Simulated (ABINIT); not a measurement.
## PbSe (Clausthalite): G0W0 in ABINIT against the bands in the self-energy

Aim: move the bands in the self-energy of a G0W0 run on PbSe (Clausthalite) over a wide range.

Program: ABINIT 10.8.3. Level of theory: PBE and many-body steps on it, plane waves. Results are calculated unless marked as measured.

## 1. The starting structure

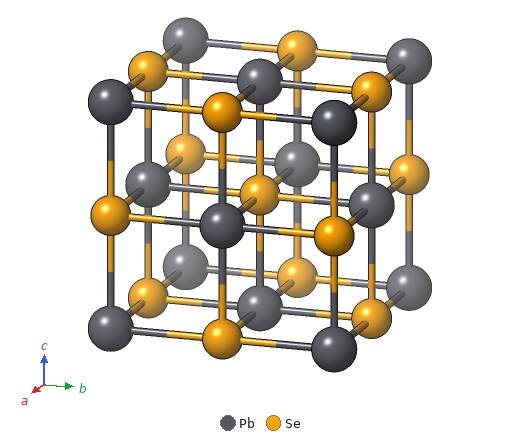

The starting structure, seen slightly off an axis (lead dark grey, selenium orange). This picture shows the conventional cell, with its axes. Some periodic images of atoms are drawn too.

Structure file:

```cif
data_structure
_symmetry_space_group_name_H-M 'Fm-3m'
_symmetry_Int_Tables_number 225
_cell_length_a 6.1213
_cell_length_b 6.1213
_cell_length_c 6.1213
_cell_angle_alpha 90.000
_cell_angle_beta 90.000
_cell_angle_gamma 90.000
_cell_volume 229.37
loop_
_atom_site_label
_atom_site_type_symbol
_atom_site_symmetry_multiplicity
_atom_site_Wyckoff_symbol
_atom_site_fract_x
_atom_site_fract_y
_atom_site_fract_z
_atom_site_occupancy
Pb1 Pb 4 a 0.00000 0.00000 0.00000 1
Se1 Se 4 b 0.50000 0.00000 0.00000 1
```

The cell and positions come from the Crystallography Open Database and are kept as given unless a step says otherwise. Spin-orbit coupling is left out unless a step names it.

## 2. Screening, 4×4×4 mesh, 529 bands, screening to 326.5 eV

This step: ABINIT 10.8.3; RPA screening on PBE, plane waves, norm-conserving pseudopotentials.

The RPA dielectric matrix is built and inverted for each q.

run.abi

```
acell 3*1.0 Angstrom
rprim 
  -0.000000000000 3.060650000000 3.060650000000
  3.060650000000 0.000000000000 3.060650000000
  3.060650000000 3.060650000000 -0.000000000000
ntypat 2
znucl 82 34
natom 2
typat 1 2
xred 
  0.000000000000 0.000000000000 0.000000000000
  0.500000000000 0.500000000000 0.500000000000
pp_dirpath "pseudos"
pseudos "Pb.upf, Se.upf"
ecut 39
ngkpt 4 4 4
nshiftk 1
shiftk 0 0 0
kptopt 1
chksymbreak 0
istwfk *1
occopt 1
irdwfk 1
optdriver 3
nband 529
ecuteps 12
inclvkb 2
awtr 1
symchi 1
indata_prefix "in"
outdata_prefix "out"
tmpdata_prefix "tmp"
```

Command:

```console
> OMP_NUM_THREADS=1 mpirun -n 8 abinit run.abi > log
```

What it wrote:

```text
.Version 10.8.3 of ABINIT. v10.8.2 released Aug 2026.

 Symmetries : space group Fm -3 m (#225); Bravais cF (face-center cubic)
[... echo of the input left out ...]
== DATASET  1 ==================================================================
-   mpi_nproc: 8, omp_nthreads: 1 (-1 if OMP is not activated)

--- !DatasetInfo
iteration_state: {dtset: 1, }
dimensions: {natom: 2, nkpt: 8, mband: 529, nsppol: 1, nspinor: 1, nspden: 1, mpw: 4573, }
cutoff_energies: {ecut:  39.0, pawecutdg:  -1.0, }
electrons: {nelect:   3.00000000E+01, charge:   0.00000000E+00, occopt:   1.00000000E+00, tsmear:   1.00000000E-02, }

 SCREENING: Calculation of the susceptibility and dielectric matrices

 Based on a program developped by R.W. Godby, V. Olevano, G. Onida, and L. Reining.
 Incorporated in ABINIT by V. Olevano, G.-M. Rignanese, and M. Torrent.
.Using double precision arithmetic ; gwpc =  8

[... cell and pseudopotentials left out ...]
--------------------------------------------------------------------------------

 ==== K-mesh for the wavefunctions ====
 Number of points in the irreducible wedge :     8
[... list of points left out ...]
 Together with 48 symmetry operations and time-reversal symmetry
 yields    64 points in the full Brillouin Zone.

 ==== Q-mesh for the screening function ====
 Number of points in the irreducible wedge :     8
[... list of points left out ...]
 Together with 48 symmetry operations and time-reversal symmetry
 yields    64 points in the full Brillouin Zone.

 setmesh: FFT mesh size selected  =    36x   36x   36
          total number of points  =        46656

 vcoul_init : cutoff-mode = AUXILIARY_FUNCTION
 q-points for optical limit:   1
     1)      0.000010    0.000020    0.000030

- screening: taking advantage of time-reversal symmetry
- Maximum band index for partially occupied states nbvw = 15
- Remaining bands to be divided among processors   nbcw = 514
- Number of bands treated by each node ~64

 Number of electrons calculated from density =   30.0000; Expected =   30.0000
 average of density, n =  0.077527
 r_s =    1.4549
 omega_plasma =   26.8585 [eV]

 calculating chi0 at frequencies [eV] :
  1    0.000000E+00    0.000000E+00
  2    0.000000E+00    2.685854E+01

--------------------------------------------------------------------------------
  q-point number  1        q = ( 0.000000, 0.000000, 0.000000) [r.l.u.]
--------------------------------------------------------------------------------
[... chi0 elements left out ...]
 For q-point:  0.000010 0.000020 0.000030
  dielectric constant = 106.5470
  dielectric constant without local fields = 116.5310

  Average fulfillment of the sum rule on Im[epsilon] for q-point    1 :    155.57  [%]
[... wings left out ...]
  q-point number  2        q = ( 0.250000, 0.000000, 0.000000) [r.l.u.]
--------------------------------------------------------------------------------
[... chi0 elements left out ...]
  Average fulfillment of the sum rule on Im[epsilon] for q-point    2 :    182.60  [%]

 [... 6 further q-points ...]
```

It took 12 min on 8 MPI ranks of Intel Xeon Platinum 8259CL at 2.50GHz (Skylake/Cascade Lake), shared host; peak memory 5.3 GiB.

Numbers from this step:

| Property | Result |
| --- | --- |
| ε∞ with local fields, on this mesh, along the program's q direction | 106.5 |
| the same without local fields | 116.5 |
| plasma frequency | 26.86 eV |
| plane waves in the screening matrix | 749 |

Local fields lower ε∞ by 9 %. The value itself is an artefact of the mesh, where one narrow direct gap carries too much weight.

## 3. 23 bands

This step: G0W0 on PBE, plane waves, norm-conserving pseudopotentials.

Edit run.abi of step 2 so:

```diff
@@ -23,8 +23,17 @@
 irdwfk 1
-optdriver 3
-nband 529
+optdriver 4
+nband 23
+gwcalctyp 0
+ecutsigx 39
+symsigma 1
+nkptgw 2
+kptgw 
+  0.5000000000 0.0000000000 0.0000000000
+  0.0000000000 0.0000000000 0.0000000000
+bdgw 
+  13 18
+  13 18
 ecuteps 12
-inclvkb 2
-awtr 1
-symchi 1
+irdscr 1
+ppmodel 1
 indata_prefix "in"
```

What it wrote:

```text
.Version 10.8.3 of ABINIT. v10.8.2 released Aug 2026.

 Symmetries : space group Fm -3 m (#225); Bravais cF (face-center cubic)
[... echo of the input left out ...]
== DATASET  1 ==================================================================
-   mpi_nproc: 8, omp_nthreads: 1 (-1 if OMP is not activated)

--- !DatasetInfo
iteration_state: {dtset: 1, }
dimensions: {natom: 2, nkpt: 8, mband: 23, nsppol: 1, nspinor: 1, nspden: 1, mpw: 4573, }
cutoff_energies: {ecut:  39.0, pawecutdg:  -1.0, }
electrons: {nelect:   3.00000000E+01, charge:   0.00000000E+00, occopt:   1.00000000E+00, tsmear:   1.00000000E-02, }

 SIGMA: Calculation of the GW corrections

 Based on a program developped by R.W. Godby, V. Olevano, G. Onida, and L. Reining.
 Incorporated in ABINIT by V. Olevano, G.-M. Rignanese, and M. Torrent.
.Using double precision arithmetic ; gwpc =  8

[... cell and pseudopotentials left out ...]
--------------------------------------------------------------------------------

 ==== K-mesh for the wavefunctions ====
 Number of points in the irreducible wedge :     8
[... list of points left out ...]
 Together with 48 symmetry operations and time-reversal symmetry
 yields    64 points in the full Brillouin Zone.

 ==== Q-mesh for screening function ====
 Number of points in the irreducible wedge :     8
[... list of points left out ...]
 Together with 48 symmetry operations and time-reversal symmetry
 yields    64 points in the full Brillouin Zone.

 vcoul_init : cutoff-mode = AUXILIARY_FUNCTION
 q-points for optical limit:   1
     1)      0.000010    0.000020    0.000030
 setmesh: FFT mesh size selected  =    45x   45x   45
          total number of points  =        91125

 Number of electrons calculated from density =   30.0000; Expected =   30.0000
 average of density, n =  0.077527
 r_s =    1.4549
 omega_plasma =   26.8585 [eV]

 === KS Band Gaps ===
  >>>> For spin  1
   Minimum direct gap =   0.2973 [eV], located at k-point      :   0.5000  0.0000  0.0000
   Fundamental gap    =   0.2973 [eV], Top of valence bands at :   0.5000  0.0000  0.0000
                                       Bottom of conduction at :   0.5000  0.0000  0.0000
 SIGMA fundamental parameters:
 PLASMON POLE MODEL  1
 number of plane-waves for SigmaX                 4573
 number of plane-waves for SigmaC and W            749
 number of plane-waves for wavefunctions          4573
 number of bands                                    23
 number of independent spin polarizations            1
 number of spinorial components                      1
 number of k-points in IBZ                           8
 number of q-points in IBZ                           8
 number of symmetry operations                      48
 number of k-points in BZ                           64
 number of q-points in BZ                           64
 number of frequencies for dSigma/dE                 9
 frequency step for dSigma/dE [eV]                0.25
 number of omega for Sigma on real axis              0
 max omega for Sigma on real axis  [eV]           0.00
 zcut for avoiding poles [eV]                     0.10

 EPSILON^-1 parameters (SCR file):
 dimension of the eps^-1 matrix on file            749
 dimension of the eps^-1 matrix used               749
 number of plane-waves for wavefunctions          4573
 number of bands                                   529
 number of q-points in IBZ                           8
 number of frequencies                               2
 number of real frequencies                          1
 number of imag frequencies                          1

 matrix elements of self-energy operator (all in [eV])

 Perturbative Calculation

--- !SelfEnergy_ee
iteration_state: {dtset: 1, }
kpoint     : [   0.500,    0.000,    0.000, ]
spin       : 1
KS_gap     :    0.297
QP_gap     :    0.320
Delta_QP_KS:    0.023
data: !SigmaeeData |
     Band     E0 <VxcDFT>   SigX SigC(E0)      Z dSigC/dE  Sig(E)    E-E0       E
       13   2.816 -13.265 -16.559   3.604   0.795  -0.257 -13.018   0.247   3.062
       14   2.816 -13.265 -16.559   3.604   0.795  -0.257 -13.018   0.247   3.062
       15   4.283 -13.743 -15.791   2.655   0.809  -0.236 -13.252   0.491   4.774
       16   4.580  -9.980  -7.398  -1.956   0.821  -0.217  -9.466   0.514   5.095
       17   5.984 -10.238  -7.475  -1.818   0.823  -0.215  -9.460   0.778   6.763
       18   5.984 -10.238  -7.475  -1.818   0.823  -0.215  -9.460   0.778   6.763

--- !SelfEnergy_ee
iteration_state: {dtset: 1, }
kpoint     : [   0.000,    0.000,    0.000, ]
spin       : 1
KS_gap     :    6.584
QP_gap     :    7.461
Delta_QP_KS:    0.877
data: !SigmaeeData |
     Band     E0 <VxcDFT>   SigX SigC(E0)      Z dSigC/dE  Sig(E)    E-E0       E
[...]
16   8.998 -11.271  -7.663  -2.386   0.810  -0.235 -10.282   0.989   9.988
       17   8.998 -11.271  -7.663  -2.386   0.810  -0.235 -10.282   0.989   9.988
       18   8.998 -11.271  -7.663  -2.386   0.810  -0.235 -10.282   0.989   9.988

== END DATASET(S) ==============================================================
================================================================================

 -outvars: echo values of variables after computation  --------
           etotal      0.0000000000E+00
            nband          23
             nkpt           8
          spgroup         225
 [... the other variables as echoed above ...]

 Calculation completed.
```

The job ended after 18 s (8 MPI ranks; peak memory 3.4 GiB).

Numbers from this step:

```yaml
g0w0_gap_on_the_points_computed: 0.3210 eV
starting_gap_on_the_mesh: 0.2973 eV
k_of_the_valence_top: 0.5, 0, 0
k_of_the_conduction_bottom: 0.5, 0, 0
z_at_the_valence_top: 0.809
z_at_the_conduction_bottom: 0.821
least_direct_g0w0_gap_on_the_computed_points: 0.3210 eV
```

## 4. 31 bands

Edit run.abi of step 3 so:

```diff
@@ -24,3 +24,3 @@
 optdriver 4
-nband 23
+nband 31
 gwcalctyp 0
```

What it wrote:

```text
.Version 10.8.3 of ABINIT. v10.8.2 released Aug 2026.

 Symmetries : space group Fm -3 m (#225); Bravais cF (face-center cubic)
[... echo of the input left out ...]
== DATASET  1 ==================================================================
-   mpi_nproc: 8, omp_nthreads: 1 (-1 if OMP is not activated)

--- !DatasetInfo
iteration_state: {dtset: 1, }
dimensions: {natom: 2, nkpt: 8, mband: 31, nsppol: 1, nspinor: 1, nspden: 1, mpw: 4573, }
cutoff_energies: {ecut:  39.0, pawecutdg:  -1.0, }
electrons: {nelect:   3.00000000E+01, charge:   0.00000000E+00, occopt:   1.00000000E+00, tsmear:   1.00000000E-02, }

 SIGMA: Calculation of the GW corrections

 Based on a program developped by R.W. Godby, V. Olevano, G. Onida, and L. Reining.
 Incorporated in ABINIT by V. Olevano, G.-M. Rignanese, and M. Torrent.
.Using double precision arithmetic ; gwpc =  8

[... cell and pseudopotentials left out ...]
--------------------------------------------------------------------------------

 ==== K-mesh for the wavefunctions ====
 Number of points in the irreducible wedge :     8
[... list of points left out ...]
 Together with 48 symmetry operations and time-reversal symmetry
 yields    64 points in the full Brillouin Zone.

 ==== Q-mesh for screening function ====
 Number of points in the irreducible wedge :     8
[... list of points left out ...]
 Together with 48 symmetry operations and time-reversal symmetry
 yields    64 points in the full Brillouin Zone.

 vcoul_init : cutoff-mode = AUXILIARY_FUNCTION
 q-points for optical limit:   1
     1)      0.000010    0.000020    0.000030
 setmesh: FFT mesh size selected  =    45x   45x   45
          total number of points  =        91125

 Number of electrons calculated from density =   30.0000; Expected =   30.0000
[...]
number of omega for Sigma on real axis              0
 max omega for Sigma on real axis  [eV]           0.00
 zcut for avoiding poles [eV]                     0.10

 EPSILON^-1 parameters (SCR file):
 dimension of the eps^-1 matrix on file            749
 dimension of the eps^-1 matrix used               749
 number of plane-waves for wavefunctions          4573
 number of bands                                   529
 number of q-points in IBZ                           8
 number of frequencies                               2
 number of real frequencies                          1
 number of imag frequencies                          1

 matrix elements of self-energy operator (all in [eV])

 Perturbative Calculation

--- !SelfEnergy_ee
iteration_state: {dtset: 1, }
kpoint     : [   0.500,    0.000,    0.000, ]
spin       : 1
KS_gap     :    0.297
QP_gap     :    0.359
Delta_QP_KS:    0.062
data: !SigmaeeData |
     Band     E0 <VxcDFT>   SigX SigC(E0)      Z dSigC/dE  Sig(E)    E-E0       E
       13   2.816 -13.265 -16.559   3.105   0.789  -0.268 -13.414  -0.149   2.667
       14   2.816 -13.265 -16.559   3.105   0.789  -0.268 -13.414  -0.149   2.667
       15   4.283 -13.743 -15.791   2.137   0.801  -0.248 -13.672   0.071   4.354
[...]
--- !SelfEnergy_ee
iteration_state: {dtset: 1, }
kpoint     : [   0.000,    0.000,    0.000, ]
spin       : 1
KS_gap     :    6.584
QP_gap     :    7.289
Delta_QP_KS:    0.705
data: !SigmaeeData |
     Band     E0 <VxcDFT>   SigX SigC(E0)      Z dSigC/dE  Sig(E)    E-E0       E
[...]
17   8.998 -11.271  -7.663  -3.074   0.797  -0.255 -10.845   0.425   9.424
       18   8.998 -11.271  -7.663  -3.074   0.797  -0.255 -10.845   0.425   9.424

== END DATASET(S) ==============================================================
================================================================================

 -outvars: echo values of variables after computation  --------
           etotal      0.0000000000E+00
            nband          31
             nkpt           8
          spgroup         225
 [... the other variables as echoed above ...]

 Calculation completed.
```

Elapsed: 22 s, on 8 MPI ranks; peak memory 3.5 GiB; 2.9 min of CPU time.

This step gave:

* G0W0 gap on the points computed: 0.359 eV
* starting gap on the mesh: 0.2973 eV
* k of the valence top: 0.5, 0, 0
* k of the conduction bottom: 0.5, 0, 0
* Z at the valence top: 0.801
* Z at the conduction bottom: 0.814
* least direct G0W0 gap on the computed points: 0.359 eV

## 5. 61 bands

Edit run.abi of step 4 so:

```diff
@@ -24,3 +24,3 @@
 optdriver 4
-nband 31
+nband 61
 gwcalctyp 0
```

What it wrote:

```text
.Version 10.8.3 of ABINIT. v10.8.2 released Aug 2026.

 Symmetries : space group Fm -3 m (#225); Bravais cF (face-center cubic)
[... echo of the input left out ...]
== DATASET  1 ==================================================================
-   mpi_nproc: 8, omp_nthreads: 1 (-1 if OMP is not activated)

--- !DatasetInfo
iteration_state: {dtset: 1, }
dimensions: {natom: 2, nkpt: 8, mband: 61, nsppol: 1, nspinor: 1, nspden: 1, mpw: 4573, }
cutoff_energies: {ecut:  39.0, pawecutdg:  -1.0, }
electrons: {nelect:   3.00000000E+01, charge:   0.00000000E+00, occopt:   1.00000000E+00, tsmear:   1.00000000E-02, }

 SIGMA: Calculation of the GW corrections

 Based on a program developped by R.W. Godby, V. Olevano, G. Onida, and L. Reining.
 Incorporated in ABINIT by V. Olevano, G.-M. Rignanese, and M. Torrent.
.Using double precision arithmetic ; gwpc =  8

[... cell and pseudopotentials left out ...]
--------------------------------------------------------------------------------

 ==== K-mesh for the wavefunctions ====
 Number of points in the irreducible wedge :     8
[... list of points left out ...]
 Together with 48 symmetry operations and time-reversal symmetry
 yields    64 points in the full Brillouin Zone.

 ==== Q-mesh for screening function ====
 Number of points in the irreducible wedge :     8
[... list of points left out ...]
 Together with 48 symmetry operations and time-reversal symmetry
 yields    64 points in the full Brillouin Zone.

 vcoul_init : cutoff-mode = AUXILIARY_FUNCTION
 q-points for optical limit:   1
     1)      0.000010    0.000020    0.000030
 setmesh: FFT mesh size selected  =    45x   45x   45
          total number of points  =        91125

 Number of electrons calculated from density =   30.0000; Expected =   30.0000
[...]
number of omega for Sigma on real axis              0
 max omega for Sigma on real axis  [eV]           0.00
 zcut for avoiding poles [eV]                     0.10

 EPSILON^-1 parameters (SCR file):
 dimension of the eps^-1 matrix on file            749
 dimension of the eps^-1 matrix used               749
 number of plane-waves for wavefunctions          4573
 number of bands                                   529
 number of q-points in IBZ                           8
 number of frequencies                               2
 number of real frequencies                          1
 number of imag frequencies                          1

 matrix elements of self-energy operator (all in [eV])

 Perturbative Calculation

--- !SelfEnergy_ee
iteration_state: {dtset: 1, }
kpoint     : [   0.500,    0.000,    0.000, ]
spin       : 1
KS_gap     :    0.297
QP_gap     :    0.568
Delta_QP_KS:    0.271
data: !SigmaeeData |
     Band     E0 <VxcDFT>   SigX SigC(E0)      Z dSigC/dE  Sig(E)    E-E0       E
       13   2.816 -13.265 -16.559   2.444   0.782  -0.278 -13.930  -0.665   2.151
       14   2.816 -13.265 -16.559   2.444   0.782  -0.278 -13.930  -0.665   2.151
       15   4.283 -13.743 -15.791   1.363   0.794  -0.260 -14.287  -0.543   3.740
[...]
--- !SelfEnergy_ee
iteration_state: {dtset: 1, }
kpoint     : [   0.000,    0.000,    0.000, ]
spin       : 1
KS_gap     :    6.584
QP_gap     :    7.170
Delta_QP_KS:    0.586
data: !SigmaeeData |
     Band     E0 <VxcDFT>   SigX SigC(E0)      Z dSigC/dE  Sig(E)    E-E0       E
[...]
17   8.998 -11.271  -7.663  -3.870   0.787  -0.270 -11.477  -0.206   8.792
       18   8.998 -11.271  -7.663  -3.870   0.787  -0.270 -11.477  -0.206   8.792

== END DATASET(S) ==============================================================
================================================================================

 -outvars: echo values of variables after computation  --------
           etotal      0.0000000000E+00
            nband          61
             nkpt           8
          spgroup         225
 [... the other variables as echoed above ...]

 Calculation completed.
```

It took 37 s on 8 MPI ranks; peak memory 3.7 GiB.

This step gave:

- G0W0 gap on the points computed: 0.5680 eV
- starting gap on the mesh: 0.2973 eV
- k of the valence top: 0.5, 0, 0
- k of the conduction bottom: 0.5, 0, 0
- Z at the valence top: 0.794
- Z at the conduction bottom: 0.808
- least direct G0W0 gap on the computed points: 0.5680 eV

(Continued in part 2 of 2.)

[Paths, hosts, dates, memory and timing lines, banners, echoed tables and standing remarks are left out of the program output.]

[Logs are printed without paths, hosts, clocks, repeated set-up lines and the standing remarks that a program may print on its own settings, such as how far it seeks lower states.]

[Runs of the session that timed out or met a known fault of the program may be left out.]

[Hosts, paths, dates, database ids (printed as entryN), source tags and the programs' standing remarks are cut or masked in the printed files.]

[G0W0 gaps are taken among the corrected bands and points alone; a level outside them can change the order at an edge.]

[Where Ansatz stands beside ABINIT at settings called matched, ABINIT's density can come from a denser mesh and the files from another edition; pairs whose starting gaps differed by over 0.03 eV were left out, so agreement reads better than it is.]
